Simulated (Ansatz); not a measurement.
# AlH2Br (SMILES [H][Al]([H])[Br]) at 6 levels

Wanted: a comparison of 6 runs (BHLYP/STO-3G, UPBE/STO-3G, revPBE/STO-3G, wB97X/STO-3G, RPA@PBE/STO-3G, UMP2/STO-3G) of AlH2Br. 

The calculation is run with Ansatz 0.2.0.

51 further runs of the same task are left out: 2 that didn't finish, 49 set aside as unsound or not needed.

## Step 1: The molecule

The species is AlH2Br (4 atoms), meant as a singlet with charge 0. As SMILES, `[H][Al]([H])[Br]`. The H3–Al1 distance was set to 3.068 Å, away from the relaxed value. At this shape a bond of the SMILES string is far longer than usual.

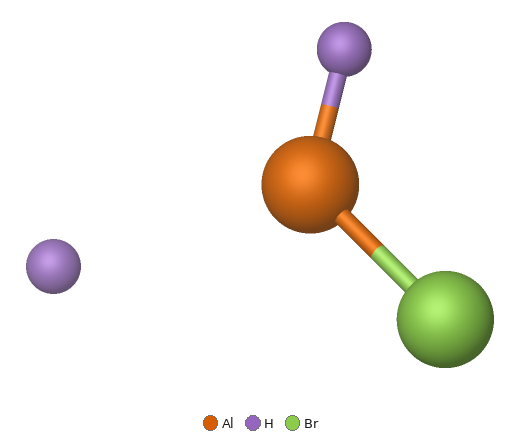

The structure, seen from a chosen angle (aluminium orange, hydrogen purple, bromine green).

## Step 2: The energy at BHLYP/STO-3G (run 1)

Contents of input.yaml:

```yaml
basis:
  gaussian:
    orbitals: STO-3G
crystal:
  periodic: [false, false, false]
  atoms:
    - {symbol: Al, position_ang: [0.812504, -1.207450, 0.023709]}
    - {symbol: H, position_ang: [2.346414, -1.209540, 0.034389]}
    - {symbol: H, position_ang: [-0.640600, 1.494120, -0.021230]}
    - {symbol: Br, position_ang: [-0.338686, -3.129440, 0.030529]}
total_charge: 0
hamiltonian:
  xc: {name: BHLYP}
accuracy: high
```

Launch:

```console
$ ansatz run input.yaml --threads 1 --pin off --max-ram 2610MiB --events-out events.jsonl --progress --plain --runs-dir runs
```

The program printed:

```text
Warning: RAYON_NUM_THREADS=1 ignored (pool sized by the plan → 1); use --threads N
Functional definition: BHLYP
  name "BHLYP"
  parameter a = 0.5
  exchange = (1 - a)*b88_x + a*exact_x
  correlation = lyp_c
410 factors; integrals over basis functions are off by at most 9.3e-9 eV
mean field evaluation 1: about -75821.6829 eV, gradient 2.3e1 eV
mean field evaluation 2: about -75815.0121 eV, gradient 2.6e1 eV
mean field evaluation 4: about -75827.8292 eV, gradient 5.3e0 eV
mean field evaluation 8: about -75828.0351 eV, gradient 5.6e-2 eV
mean field evaluation 16: about -75828.0234 eV, gradient 1.2e-5 eV
mean field -75828.02340052 eV, -2786.6284618887 hartree, gradient 3.3e-9 eV, S^2 0.000000; 0 other end points of the search recorded, 0 dependent functions left out
reference -75828.02342069 eV, -2786.6284626301 hartree; 25, 25 occupied and 4, 4 virtual orbitals, 410 factors
Total energy: -75828.02342069 eV, -2786.6284626301 hartree
```

Run time: 1.3 s. Hardware: 1 thread of Arm Neoverse V1, shared host; peak memory 0.098 GiB.

## Step 3: The energy at UPBE/STO-3G (run 2)

Contents of in.yaml:

```yaml
crystal:
  periodic: [false, false, false]
  atoms:
    - {symbol: Al, position_ang: [0.812504, -1.207450, 0.023709]}
    - {symbol: H, position_ang: [2.346414, -1.209540, 0.034389]}
    - {symbol: H, position_ang: [-0.640600, 1.494120, -0.021230]}
    - {symbol: Br, position_ang: [-0.338686, -3.129440, 0.030529]}
basis:
  gaussian:
    orbitals: STO-3G
magnetization:
  spin_polarized: true
  initial_magnetization: 0
hamiltonian:
  xc: {name: PBE}
accuracy: high
```

Launch:

```console
$ ansatz run in.yaml --threads 1 --pin off --max-ram 2610MiB --events-out events.jsonl --progress --plain --runs-dir runs
```

The program printed:

```text
Warning: RAYON_NUM_THREADS=1 ignored (pool sized by the plan → 1); use --threads N
Functional definition: PBE
  name "PBE"
  parameter kappa = 0.804
  parameter beta = 0.06672455060314922
  exchange = pbe_x(kappa = kappa, mu = beta*pi^2/3)
  correlation = pbe_c(beta = beta)
410 factors; integrals over basis functions are off by at most 9.3e-9 eV
mean field evaluation 1: about -75800.9477 eV, gradient 2.1e1 eV
mean field evaluation 2: about -75778.9689 eV, gradient 4.8e1 eV
mean field evaluation 4: about -75803.6765 eV, gradient 8.7e0 eV
mean field evaluation 8: about -75809.0101 eV, gradient 7.9e0 eV
mean field evaluation 16: about -75809.7729 eV, gradient 2.6e-8 eV
mean field evaluation 32: about -75810.1703 eV, gradient 8.9e-1 eV
mean field -75810.16660239 eV, -2785.9722366613 hartree, gradient 1.7e-8 eV, S^2 0.749509; 3 other end points of the search recorded, 0 dependent functions left out
reference -75810.16660434 eV, -2785.9722367330 hartree; 25, 25 occupied and 4, 4 virtual orbitals, 410 factors
Total energy: -75810.16660434 eV, -2785.9722367330 hartree
```

Run time: 5.4 s. Hardware: 1 thread of Arm Neoverse V1, shared host; peak memory 0.14 GiB.

Runs 3 to 4 aren't shown in full; the table further down has their settings and results.

## Step 4: A single-point energy at RPA@PBE/STO-3G (run 5)

Contents of job.yaml:

```yaml
basis:
  gaussian: {orbitals: STO-3G}
crystal:
  periodic: [false, false, false]
  atoms:
    - {symbol: Al, position_ang: [0.812504, -1.207450, 0.023709]}
    - {symbol: H, position_ang: [2.346414, -1.209540, 0.034389]}
    - {symbol: H, position_ang: [-0.640600, 1.494120, -0.021230]}
    - {symbol: Br, position_ang: [-0.338686, -3.129440, 0.030529]}
magnetization: {spin_polarized: false}
hamiltonian: {xc: pbe}
correlation: {method: rpa, frozen_orbitals: {Al: 5, Br: 9, H: 0}}
accuracy: high
```

Launch:

```console
$ ansatz run job.yaml --threads 1 --pin off --max-ram 2610MiB --events-out events.jsonl --progress --plain --runs-dir runs
```

The program printed, shortened:

```text
Warning: RAYON_NUM_THREADS=1 ignored (pool sized by the plan → 1); use --threads N
[... 2 set-up lines as earlier in the session ...]
[...]
410 factors; integrals over basis functions are off by at most 9.3e-9 eV
[...]
mean field -75809.77285455 eV, -2785.9577666950 hartree, gradient 1.9e-8 eV, S^2 0.000000; 0 other end points of the search recorded, 0 dependent functions left out; unrestricted orbitals would lower it
unrestricted determinant -75776.62736123 eV, -2784.7396922825 hartree, S^2 0.9700
14 core orbitals not correlated: weight in the atoms' cores, before any rotation towards them, 0.999 or more for the frozen orbitals, at most 0.000 for the correlated occupied ones
reference -75772.69719123 eV, -2784.5952611990 hartree; 11, 11 occupied and 4, 4 virtual orbitals, 410 factors
Total energy: -75777.76959755 eV, -2784.7816686931 hartree
```

It took 2.2 s on 1 thread of Arm Neoverse V1, shared host; peak memory 0.11 GiB.

## Step 5: The energy at UMP2/STO-3G (run 6)

input.yaml, as its differences from that of step 2:

```diff
@@ -10,5 +10,8 @@
     - {symbol: Br, position_ang: [-0.338686, -3.129440, 0.030529]}
-total_charge: 0
-hamiltonian:
-  xc: {name: BHLYP}
+magnetization:
+  spin_polarized: true
+  initial_magnetization: 0
+correlation:
+  method: mp2
+  frozen_orbitals: {Al: 5, Br: 9, H: 0}
 accuracy: high
```

Launch:

```console
$ ansatz run input.yaml --threads 1 --pin off --max-ram 2610MiB --events-out events.jsonl --progress --plain --runs-dir runs
```

The program printed, shortened:

```text
Warning: RAYON_NUM_THREADS=1 ignored (pool sized by the plan → 1); use --threads N
Functional definition: HF
  name "HF"
[...]
410 factors; integrals over basis functions are off by at most 9.3e-9 eV
[...]
mean field -75776.62736123 eV, -2784.7396922825 hartree, gradient 7.5e-8 eV, S^2 0.970043; 6 other end points of the search recorded, 0 dependent functions left out
14 core orbitals not correlated: weight in the atoms' cores, before any rotation towards them, 0.999 or more for the frozen orbitals, at most 0.000 for the correlated occupied ones
reference -75776.62736123 eV, -2784.7396922825 hartree; 11, 11 occupied and 4, 4 virtual orbitals, 410 factors
second order -0.59461717 eV of doubles, -0.00000000 eV of singles
Total energy: -75777.22197841 eV, -2784.7615440606 hartree
```

It took 0.56 s on 1 thread of Arm Neoverse V1, shared host.

## Step 6: Overview of the runs

```
run           level  frozen core orbitals   energy (Eh)  wall time
  1    BHLYP/STO-3G                     –  -2786.628463      1.3 s
  2     UPBE/STO-3G                     –  -2785.972237      5.4 s
  3   revPBE/STO-3G                     –  -2786.268256      1.4 s
  4    wB97X/STO-3G                     –  -2786.571898      5.7 s
  5  RPA@PBE/STO-3G                    14  -2784.781669      2.2 s
  6     UMP2/STO-3G                    14  -2784.761544     0.56 s
```

## Step 7: Summary of results

```
                                           quantity           value
                                run 6: total energy  -2784.76154 Eh
run 6: correlation energy (14 core orbitals frozen)       -21.9 mEh
           run 6: ⟨S²⟩ of the reference determinant           0.970
```

**Reading.** Totals of different functionals can't be ranked against each other. In run 5 the log says that unrestricted orbitals would lower the reference, so the values rest on an unstable closed-shell determinant (other closed-shell runs at this shape may share the fault). In runs 1, 2, 3, 4, 5, 6 the basis is minimal, so the values are rough. Spin contamination of the reference: run 6 ⟨S²⟩ = 0.97, run 2 ⟨S²⟩ = 0.75. Where it is this large, the reference is a mixture of spin states, and values that rest on it are in doubt. All runs together took 17 s, the longest 5.7 s.
